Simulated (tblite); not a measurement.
## C₅H₉ClGe: saddle-point search

C₅H₉ClGe, SMILES C=C[C@@]1(Cl)C[CH2][GeH2]1, computed with GFN2-xTB saddle search (eigenvector following) and harmonic vibrations, gas phase (tblite 0.8.0).

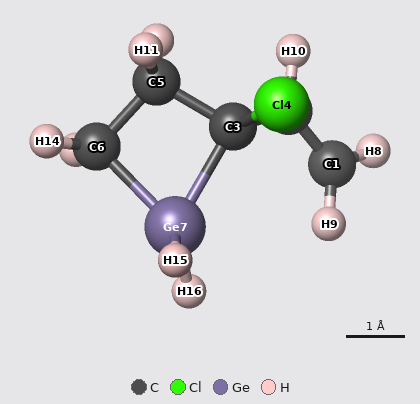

*The input geometry (ball-and-stick view, seen at a tilt; atoms are numbered from 1 in the order of the input). Sticks mark near contacts.*

Bond lengths as drawn: C–C 1.32 to 1.54 Å, C–Cl 1.80 Å, C–Ge 1.99 to 2.01 Å, C–H 1.08 to 1.09 Å and Ge–H 1.50 to 1.51 Å.

**Results in brief**

```tsv
quantity	value
outcome	converged
total energy	−590.5430 eV
point group	C1
hardware	1 CPU thread, shared host
wall time	2.5 s
peak memory	0.19 GiB
```

**Input file**
```
{"job": {"xc": "GFN2-xTB", "basis": "xTB", "kind": "saddle"}, "charge": 0, "multiplicity": 1}
C      1.953936    -1.521344    -0.000945
C      1.614100    -0.246452     0.045893
C      0.310620     0.242566     0.554796
Cl     0.562341     0.698601     2.282301
C     -0.292774     1.422338    -0.233647
C     -1.587676     0.813184    -0.810527
Ge    -1.388998    -0.810308     0.324090
H      2.920525    -1.844374    -0.347657
H      1.270530    -2.292894     0.323377
H      2.311642     0.524059    -0.262109
H     -0.513244     2.255748     0.431274
H      0.386996     1.782030    -1.007282
H     -1.494688     0.598956    -1.874015
H     -2.463017     1.442801    -0.670381
H     -2.212326    -0.892494     1.581021
H     -1.377965    -2.172416    -0.336189
```

The first line tells a small driver script what to run in tblite; the rest is the geometry in Å.

Launch command:
```bash
OMP_NUM_THREADS=1 python <driver script> task.json out
```

**Log**
```
step      E/eV     max force
  0    -590.54140   0.0119
  1    -590.54250   0.0722
  2    -590.54220   0.0205
  3    -590.54259   0.0168
  4    -590.54285   0.0467
  5    -590.54276   0.0070
  6    -590.54292   0.0078
  7    -590.54297   0.0147
  8    -590.54298   0.0000
lowest wavenumbers (cm-1): -65.9 56.5 129.6 181.0 259.0 287.8
```

**Trajectory as extended XYZ (Å, eV, eV/Å), 9 frames, from step=0 to step=8**
```
16
Properties=species:S:1:pos:R:3:forces:R:3 step=0 energy=-590.54140
C     1.9539   -1.5213   -0.0009   -0.0010  -0.0080  -0.0020
C     1.6141   -0.2465    0.0459   -0.0050   0.0100   0.0020
C     0.3106    0.2426    0.5548    0.0000   0.0040   0.0010
Cl    0.5623    0.6986    2.2823    0.0060   0.0070  -0.0010
C    -0.2928    1.4223   -0.2336   -0.0010   0.0010  -0.0020
C    -1.5877    0.8132   -0.8105    0.0030  -0.0050  -0.0010
Ge   -1.3890   -0.8103    0.3241    0.0030  -0.0010   0.0050
H     2.9205   -1.8444   -0.3477   -0.0070  -0.0040   0.0000
H     1.2705   -2.2929    0.3234   -0.0060   0.0050  -0.0090
H     2.3116    0.5241   -0.2621    0.0020  -0.0070   0.0070
H    -0.5132    2.2557    0.4313   -0.0040  -0.0020   0.0000
H     0.3870    1.7820   -1.0073   -0.0010   0.0050  -0.0030
H    -1.4947    0.5990   -1.8740    0.0040   0.0020  -0.0010
H    -2.4630    1.4428   -0.6704    0.0030  -0.0040   0.0020
H    -2.2123   -0.8925    1.5810   -0.0050  -0.0050   0.0010
H    -1.3780   -2.1724   -0.3362    0.0100   0.0020   0.0010
16
Properties=species:S:1:pos:R:3:forces:R:3 step=1 energy=-590.54250
C     1.9424   -1.5179   -0.0205   -0.0360   0.0300   0.0120
C     1.6245   -0.2393    0.0778    0.0300  -0.0300  -0.0090
C     0.3117    0.2492    0.5625    0.0100   0.0110  -0.0010
Cl    0.5399    0.7344    2.2854   -0.0010   0.0010  -0.0080
C    -0.2860    1.4156   -0.2518    0.0020   0.0090  -0.0010
C    -1.5932    0.8074   -0.8024    0.0030   0.0040  -0.0040
Ge   -1.3816   -0.8136    0.3333    0.0010   0.0020   0.0010
H     2.9137   -1.8425   -0.3525   -0.0080  -0.0040   0.0010
H     1.2337   -2.2926    0.2428    0.0400   0.0570  -0.0190
H     2.3460    0.5341   -0.1687   -0.0400  -0.0560   0.0160
H    -0.4881    2.2718    0.3907    0.0020  -0.0160  -0.0130
H     0.3921    1.7425   -1.0422   -0.0120  -0.0050   0.0150
H    -1.5241    0.5949   -1.8682    0.0010   0.0020   0.0080
H    -2.4644    1.4383   -0.6422    0.0070  -0.0040   0.0000
H    -2.2055   -0.9096    1.5890   -0.0010  -0.0010   0.0000
H    -1.3611   -2.1727   -0.3329    0.0020   0.0010   0.0010
16
Properties=species:S:1:pos:R:3:forces:R:3 step=2 energy=-590.54220
C     1.9463   -1.5205   -0.0064    0.0100  -0.0120  -0.0050
C     1.6180   -0.2438    0.0596   -0.0110   0.0130   0.0040
C     0.3117    0.2476    0.5583   -0.0030  -0.0010   0.0010
Cl    0.5545    0.7189    2.2826    0.0030   0.0030   0.0010
C    -0.2895    1.4204   -0.2425   -0.0010  -0.0020  -0.0010
C    -1.5909    0.8118   -0.8053    0.0000  -0.0030   0.0000
Ge   -1.3832   -0.8124    0.3268    0.0010  -0.0010   0.0030
H     2.9134   -1.8479   -0.3470   -0.0010   0.0000  -0.0010
H     1.2510   -2.2900    0.2948   -0.0150  -0.0140  -0.0010
H     2.3263    0.5250   -0.2249    0.0130   0.0130   0.0000
H    -0.5007    2.2648    0.4113   -0.0030   0.0030   0.0020
H     0.3885    1.7641   -1.0248    0.0020   0.0030  -0.0040
H    -1.5119    0.6011   -1.8705    0.0020   0.0000  -0.0010
H    -2.4642    1.4410   -0.6516    0.0010  -0.0020   0.0000
H    -2.2095   -0.9096    1.5809   -0.0020  -0.0010   0.0000
H    -1.3597   -2.1704   -0.3414    0.0030   0.0010   0.0020
16
Properties=species:S:1:pos:R:3:forces:R:3 step=3 energy=-590.54259
C     1.9421   -1.5191   -0.0142   -0.0080   0.0050   0.0020
C     1.6223   -0.2410    0.0721    0.0060  -0.0050  -0.0010
C     0.3121    0.2500    0.5610    0.0020   0.0030   0.0000
Cl    0.5456    0.7324    2.2836    0.0000   0.0010  -0.0020
C    -0.2870    1.4177   -0.2497    0.0000   0.0020  -0.0010
C    -1.5932    0.8095   -0.8021    0.0010   0.0000  -0.0010
Ge   -1.3806   -0.8137    0.3304    0.0000   0.0010   0.0010
H     2.9114   -1.8468   -0.3485   -0.0020  -0.0010   0.0000
H     1.2369   -2.2901    0.2624    0.0080   0.0130  -0.0070
H     2.3401    0.5292   -0.1876   -0.0080  -0.0120   0.0060
H    -0.4908    2.2708    0.3954    0.0000  -0.0040  -0.0030
H     0.3903    1.7486   -1.0385   -0.0030  -0.0010   0.0030
H    -1.5236    0.5994   -1.8682    0.0010   0.0000   0.0020
H    -2.4647    1.4393   -0.6407    0.0020  -0.0020  -0.0010
H    -2.2066   -0.9156    1.5844   -0.0010   0.0000   0.0010
H    -1.3544   -2.1705   -0.3397    0.0010   0.0000   0.0010
16
Properties=species:S:1:pos:R:3:forces:R:3 step=4 energy=-590.54285
C     1.9374   -1.5152   -0.0328   -0.0280   0.0360   0.0100
C     1.6262   -0.2371    0.0885    0.0250  -0.0370  -0.0080
C     0.3118    0.2514    0.5682    0.0040   0.0040  -0.0010
Cl    0.5352    0.7468    2.2882   -0.0010   0.0000  -0.0020
C    -0.2842    1.4129   -0.2544    0.0020  -0.0010   0.0030
C    -1.5909    0.8026   -0.8027    0.0020  -0.0030   0.0030
Ge   -1.3803   -0.8136    0.3398    0.0010   0.0010   0.0000
H     2.9091   -1.8395   -0.3633    0.0000  -0.0010   0.0000
H     1.2224   -2.2901    0.2083    0.0240   0.0360  -0.0100
H     2.3541    0.5359   -0.1359   -0.0240  -0.0350   0.0080
H    -0.4862    2.2732    0.3814    0.0000   0.0000   0.0010
H     0.3948    1.7334   -1.0457    0.0010   0.0000   0.0000
H    -1.5221    0.5866   -1.8673    0.0010  -0.0020  -0.0060
H    -2.4616    1.4340   -0.6443   -0.0050   0.0030   0.0000
H    -2.2069   -0.9065    1.5938   -0.0010   0.0000   0.0020
H    -1.3588   -2.1748   -0.3217    0.0000  -0.0010   0.0000
16
Properties=species:S:1:pos:R:3:forces:R:3 step=5 energy=-590.54276
C     1.9410   -1.5174   -0.0197    0.0020  -0.0060  -0.0020
C     1.6243   -0.2398    0.0795   -0.0030   0.0060   0.0020
C     0.3119    0.2505    0.5631    0.0000   0.0010   0.0000
Cl    0.5389    0.7388    2.2847    0.0000   0.0000  -0.0010
C    -0.2851    1.4153   -0.2534    0.0000   0.0020  -0.0010
C    -1.5940    0.8081   -0.8007    0.0000   0.0010  -0.0020
Ge   -1.3802   -0.8141    0.3330    0.0000   0.0000   0.0010
H     2.9114   -1.8441   -0.3515   -0.0010   0.0000   0.0000
H     1.2318   -2.2890    0.2426   -0.0020  -0.0020  -0.0020
H     2.3460    0.5307   -0.1660    0.0020   0.0020   0.0020
H    -0.4849    2.2734    0.3864    0.0000  -0.0030  -0.0030
H     0.3922    1.7386   -1.0453   -0.0030  -0.0020   0.0030
H    -1.5288    0.5976   -1.8670    0.0000   0.0000   0.0030
H    -2.4643    1.4388   -0.6360    0.0030  -0.0020  -0.0010
H    -2.2059   -0.9162    1.5871    0.0000   0.0010   0.0000
H    -1.3545   -2.1713   -0.3367    0.0000   0.0000   0.0010
16
Properties=species:S:1:pos:R:3:forces:R:3 step=6 energy=-590.54292
C     1.9393   -1.5150   -0.0289   -0.0040   0.0030   0.0010
C     1.6270   -0.2378    0.0892    0.0030  -0.0030  -0.0010
C     0.3118    0.2509    0.5662    0.0010   0.0010   0.0000
Cl    0.5313    0.7465    2.2865    0.0000   0.0000  -0.0010
C    -0.2833    1.4123   -0.2573    0.0000   0.0010   0.0000
C    -1.5939    0.8051   -0.8001    0.0000   0.0000   0.0000
Ge   -1.3801   -0.8143    0.3374    0.0000   0.0000   0.0000
H     2.9116   -1.8399   -0.3572   -0.0010   0.0000   0.0000
H     1.2245   -2.2885    0.2128    0.0040   0.0060  -0.0030
H     2.3543    0.5340   -0.1360   -0.0040  -0.0050   0.0020
H    -0.4798    2.2753    0.3767    0.0000  -0.0010  -0.0010
H     0.3945    1.7278   -1.0518   -0.0010  -0.0010   0.0010
H    -1.5318    0.5925   -1.8661    0.0000   0.0000   0.0010
H    -2.4631    1.4371   -0.6345    0.0010   0.0000   0.0000
H    -2.2051   -0.9128    1.5923    0.0000   0.0000   0.0000
H    -1.3573   -2.1733   -0.3290    0.0000   0.0000   0.0010
16
Properties=species:S:1:pos:R:3:forces:R:3 step=7 energy=-590.54297
C     1.9373   -1.5123   -0.0395   -0.0090   0.0110   0.0030
C     1.6291   -0.2359    0.0982    0.0080  -0.0110  -0.0030
C     0.3115    0.2513    0.5700    0.0020   0.0010   0.0000
Cl    0.5250    0.7536    2.2891    0.0000   0.0000  -0.0010
C    -0.2817    1.4094   -0.2598    0.0000   0.0000   0.0000
C    -1.5927    0.8013   -0.8006    0.0000   0.0000   0.0000
Ge   -1.3804   -0.8142    0.3427    0.0000   0.0000   0.0000
H     2.9110   -1.8351   -0.3656   -0.0010   0.0000   0.0000
H     1.2176   -2.2874    0.1822    0.0080   0.0120  -0.0030
H     2.3615    0.5369   -0.1072   -0.0080  -0.0110   0.0020
H    -0.4770    2.2763    0.3693    0.0000  -0.0010  -0.0010
H     0.3973    1.7192   -1.0555   -0.0010   0.0000   0.0010
H    -1.5306    0.5852   -1.8658    0.0000   0.0000   0.0000
H    -2.4614    1.4344   -0.6371    0.0000   0.0000   0.0000
H    -2.2054   -0.9066    1.5980    0.0000   0.0000   0.0000
H    -1.3611   -2.1760   -0.3182    0.0000   0.0000   0.0000
16
Properties=species:S:1:pos:R:3:forces:R:3 step=8 energy=-590.54298
C     1.9374   -1.5119   -0.0400    0.0000   0.0000   0.0000
C     1.6292   -0.2360    0.0989    0.0000   0.0000   0.0000
C     0.3115    0.2513    0.5703    0.0000   0.0000   0.0000
Cl    0.5241    0.7540    2.2892    0.0000   0.0000   0.0000
C    -0.2814    1.4091   -0.2601    0.0000   0.0000   0.0000
C    -1.5927    0.8012   -0.8004    0.0000   0.0000   0.0000
Ge   -1.3805   -0.8143    0.3429    0.0000   0.0000   0.0000
H     2.9112   -1.8346   -0.3660    0.0000   0.0000   0.0000
H     1.2176   -2.2868    0.1805    0.0000   0.0000   0.0000
H     2.3616    0.5366   -0.1055    0.0000   0.0000   0.0000
H    -0.4762    2.2764    0.3684    0.0000   0.0000   0.0000
H     0.3975    1.7180   -1.0561    0.0000   0.0000   0.0000
H    -1.5311    0.5851   -1.8657    0.0000   0.0000   0.0000
H    -2.4612    1.4345   -0.6366    0.0000   0.0000   0.0000
H    -2.2055   -0.9065    1.5982    0.0000   0.0000   0.0000
H    -1.3613   -2.1761   -0.3178    0.0000   0.0000   0.0000
```

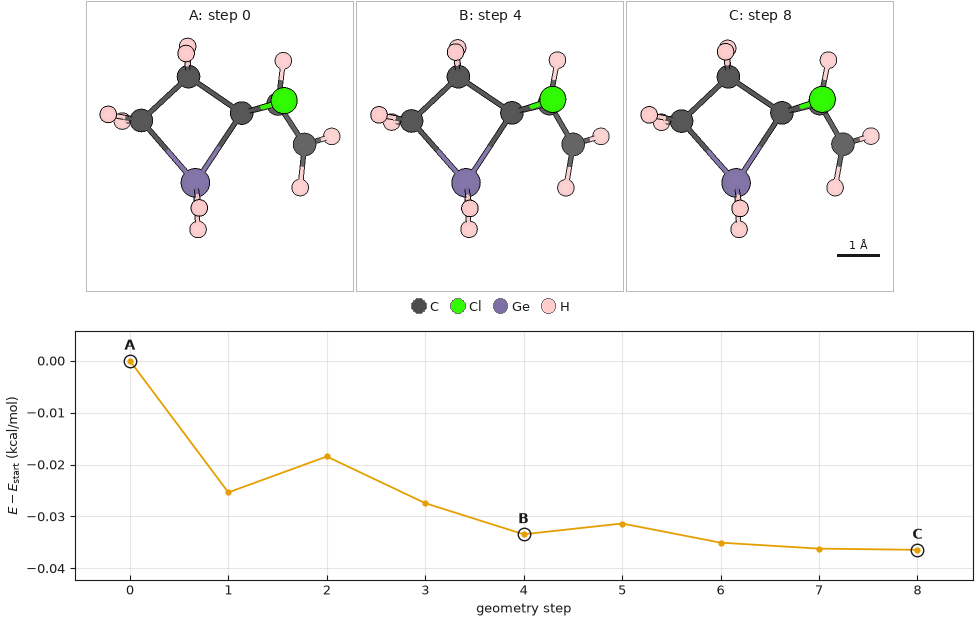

*Frames of the saddle-point search (ball-and-stick view, seen at a tilt) above the curves, on which the letters mark them (steps are counted from 0).*

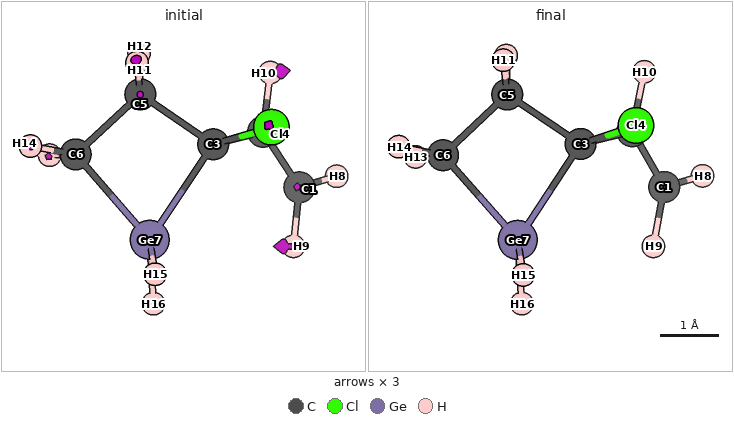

*Before (left) and after (right) the saddle-point search, at one scale (ball-and-stick view, seen at a tilt). The pink arrows give the displacements, magnified 3 times.*

The largest move after the best rigid fit is that of H10, 0.17 Å. By element the largest moves are H 0.17 Å, Cl 0.07 Å, C 0.06 Å, Ge 0.02 Å. The energy falls by 0.04 kcal/mol in 8 geometry steps. The largest force component goes from 0.01 to under 0.0001 eV/Å. (Atoms are counted from 1 in the order of the input.)
